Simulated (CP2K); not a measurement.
**AM1 run of Si2NH6Cl (SMILES N[SiH]([SiH3])Cl)**

What is the energy change on altering one bond length of Si2NH6Cl at AM1? 

The results are computed with CP2K 2026.2.

4 further runs of the same task are left out: 4 set aside as unsound or not needed.

## (1) Starting point

The species is Si2NH6Cl (10 atoms), meant as a singlet with charge 0. SMILES: `N[SiH]([SiH3])Cl`. Geometry: relaxed at PBE0-D4/def2-TZVP. This is one conformer, not always the lowest.

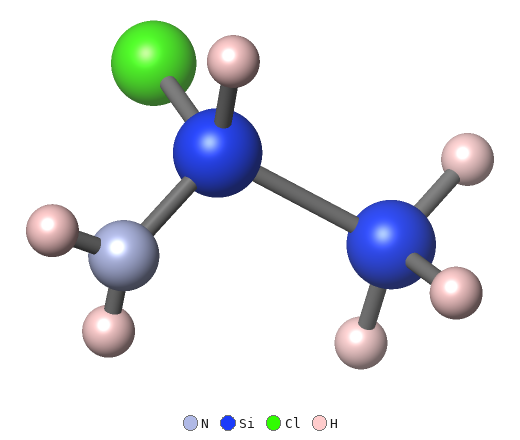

Viewed from a chosen angle; nitrogen light blue, silicon blue, chlorine green, hydrogen pink.

## (2) A single-point energy at AM1

Input file molecule.xyz:

```xyz
10

N     -0.500400     1.640400    -0.476600
Si    -0.088700     0.024400    -0.834700
Si     0.678000    -1.030800     1.103600
Cl    -1.669600    -1.135800    -1.538400
H     -1.066800     1.857300     0.327900
H     -0.657600     2.302300    -1.220500
H      0.889100     0.060000    -1.948200
H      0.872200    -2.482600     0.855100
H     -0.336100    -0.853800     2.179500
H      1.962900    -0.432600     1.555400
```

Input file run.inp:

```
&FORCE_EVAL
  METHOD Quickstep
  &DFT
    &QS
      METHOD AM1
      EPS_DEFAULT 1.0E-10
      &SE
        &COULOMB
          CUTOFF [angstrom] 50
          RC_RANGE [angstrom] 0
        &END COULOMB
        &EXCHANGE
          CUTOFF [angstrom] 50
          RC_RANGE [angstrom] 0
        &END EXCHANGE
      &END SE
    &END QS
    &POISSON
      PERIODIC NONE
      POISSON_SOLVER ANALYTIC
    &END POISSON
    &SCF
      SCF_GUESS ATOMIC
      EPS_SCF 1.0E-06
      MAX_SCF 80
      &DIAGONALIZATION
        ALGORITHM STANDARD
      &END DIAGONALIZATION
      &MIXING
        METHOD DIRECT_P_MIXING
        ALPHA 0.4
      &END MIXING
    &END SCF
    &PRINT
      &MOMENTS
        PERIODIC F
        REFERENCE COM
        MAX_MOMENT 1
      &END MOMENTS
      &MO ON
        ENERGIES T
        OCCUPATION_NUMBERS T
        NDIGITS 6
        &EACH
          QS_SCF 0
        &END EACH
        ADD_LAST NUMERIC
      &END MO
      &HIRSHFELD OFF
      &END HIRSHFELD
    &END PRINT
  &END DFT
  &SUBSYS
    &CELL
      ABC 13.6 14.8 14.1
      PERIODIC NONE
    &END CELL
    &TOPOLOGY
      COORD_FILE_NAME molecule.xyz
      COORD_FILE_FORMAT XYZ
      &CENTER_COORDINATES
      &END CENTER_COORDINATES
    &END TOPOLOGY
  &END SUBSYS
&END FORCE_EVAL
&GLOBAL
  PROJECT run
  RUN_TYPE ENERGY
  PRINT_LEVEL MEDIUM
&END GLOBAL
```

Launch:

```console
$ OMP_NUM_THREADS=1 cp2k.psmp -i run.inp -o run.out
```

Log:

```text
CP2K| version string:                                       CP2K version 2026.2
[...]
 GLOBAL| Method name                                                        CP2K
[...]
 GLOBAL| Run type                                                         ENERGY
[...]
                             - Atoms:                                         10
[...]
                             - Spherical basis functions:                     22
[...]
 Number of electrons:                                                         26
[...]
     1 P_Mix/Diag. 0.40E+00    0.0     0.84072084       -25.9146310877 -2.59E+01
[...]
    18 DIIS/Diag.  0.15E-06    0.0     0.00000080       -30.5907024561 -3.38E-12
  *** SCF run converged in    18 steps ***
  Core-core repulsion energy [eV]:                           1403.92332012638644
  Core Hamiltonian energy [eV]:                             -1329.34108878969960
  Two-electron integral energy [eV]:                        -1813.99515662290855
  Electronic energy [eV]:                                   -2236.33866710115399
  Total energy [eV]:                                         -832.41534697476743
  Atomic reference energy [eV]:                               830.10209672576570
  Heat of formation [kcal/mol]:                               -53.34482224075461
[...]
 SE_DIPOLE| Moment [Debye]         -0.51973436      -2.01626433      -0.45008950
 SE_DIPOLE| Derivative [a.u.]       0.00000000       0.00000000       0.00000000
 ENERGY| Total FORCE_EVAL ( QS ) energy [hartree]            -30.590702456104808
[...]
```

Run time: 0.22 s. Hardware: 1 thread of Arm Neoverse V2, shared host.

## (3) The distorted shape, same level

Input file molecule.xyz:

```xyz
10

N     -0.597501     2.366308    -0.352349
Si    -0.185801     0.750308    -0.710449
Si     0.580899    -0.304892     1.227851
Cl    -1.766701    -0.409892    -1.414149
H     -1.163901     2.583208     0.452151
H     -0.754701     3.028208    -1.096249
H      0.791999     0.785908    -1.823949
H      0.872200    -2.482600     0.855100
H     -0.433201    -0.127892     2.303751
H      1.865799     0.293308     1.679651
```

Input file mol.inp:

```
&GLOBAL
    PROJECT mol
    RUN_TYPE ENERGY
    PRINT_LEVEL MEDIUM
&END GLOBAL

&FORCE_EVAL
    METHOD Quickstep
    &DFT
        CHARGE 0
        MULTIPLICITY 1
        &QS
            METHOD AM1
            EPS_DEFAULT 1.0E-10
            &SE
                &COULOMB
                    CUTOFF [angstrom] 50
                    RC_RANGE [angstrom] 0
                &END COULOMB
                &EXCHANGE
                    CUTOFF [angstrom] 50
                    RC_RANGE [angstrom] 0
                &END EXCHANGE
            &END SE
        &END QS
        &POISSON
            PERIODIC NONE
            POISSON_SOLVER ANALYTIC
        &END POISSON
        &SCF
            SCF_GUESS ATOMIC
            EPS_SCF 1.0E-06
            MAX_SCF 80
            &DIAGONALIZATION
                ALGORITHM STANDARD
            &END DIAGONALIZATION
            &MIXING
                METHOD DIRECT_P_MIXING
                ALPHA 0.4
            &END MIXING
        &END SCF
        &PRINT
            &MOMENTS
                PERIODIC F
                REFERENCE COM
                MAX_MOMENT 1
            &END MOMENTS
            &MO ON
                ENERGIES T
                OCCUPATION_NUMBERS T
                NDIGITS 6
                &EACH
                    QS_SCF 0
                &END EACH
                ADD_LAST NUMERIC
            &END MO
            &HIRSHFELD OFF
            &END HIRSHFELD
        &END PRINT
    &END DFT
    &SUBSYS
        &CELL
            ABC [angstrom] 13.6 15.5 14.1
            PERIODIC NONE
        &END CELL
        &TOPOLOGY
            COORD_FILE_NAME molecule.xyz
            COORD_FILE_FORMAT XYZ
            &CENTER_COORDINATES
            &END CENTER_COORDINATES
        &END TOPOLOGY
    &END SUBSYS
&END FORCE_EVAL
```

Launch:

```console
$ OMP_NUM_THREADS=1 cp2k.psmp -i mol.inp -o mol.out
```

Log:

```text
CP2K| version string:                                       CP2K version 2026.2
[...]
 GLOBAL| Method name                                                        CP2K
[...]
 GLOBAL| Run type                                                         ENERGY
[...]
                             - Atoms:                                         10
[...]
                             - Spherical basis functions:                     22
[...]
 Number of electrons:                                                         26
[...]
     1 P_Mix/Diag. 0.40E+00    0.0     0.89635538       -25.9690369470 -2.60E+01
[...]
    18 DIIS/Diag.  0.15E-06    0.0     0.00000031       -30.5073694460 -7.62E-12
  *** SCF run converged in    18 steps ***
  Core-core repulsion energy [eV]:                           1386.64040345925719
  Core Hamiltonian energy [eV]:                             -1329.38905073895216
  Two-electron integral energy [eV]:                        -1774.79818633593072
  Electronic energy [eV]:                                   -2216.78814390691741
  Total energy [eV]:                                         -830.14774044766045
  Atomic reference energy [eV]:                               830.10209672576570
  Heat of formation [kcal/mol]:                                -1.05256931537225
[...]
 SE_DIPOLE| Moment [Debye]         -0.62228468      -1.48317768      -0.40785070
 SE_DIPOLE| Derivative [a.u.]       0.00000000       0.00000000       0.00000000
 ENERGY| Total FORCE_EVAL ( QS ) energy [hartree]            -30.507369445955064
[...]
```

Wall time 0.22 s (1 thread of Arm Neoverse V2, shared host).

## (4) Summary of results

At AM1:

```
                                                          quantity           value
                                         first shape: total energy    -30.59070 Eh
                                        first shape: dipole moment          2.13 D
                                          first shape: HOMO energy       -10.17 eV
                                    first shape: heat of formation  -53.3 kcal/mol
                                     distorted shape: total energy    -30.50737 Eh
                                    distorted shape: dipole moment          1.66 D
                                      distorted shape: HOMO energy       -10.00 eV
                                distorted shape: heat of formation   -1.1 kcal/mol
energy change with the Si3–H8 bond stretched from 1.486 to 2.228 Å        2.268 eV
```

One bond (distorted shape) is far stretched, which a spin-restricted single reference describes badly. With the Si3–H8 bond stretched from 1.486 to 2.228 Å the energy rises by 2.27 eV (52 kcal/mol). The first shape isn't relaxed at this level, so the change isn't measured from a minimum. A restricted reference can't describe the breaking bond well at this length.
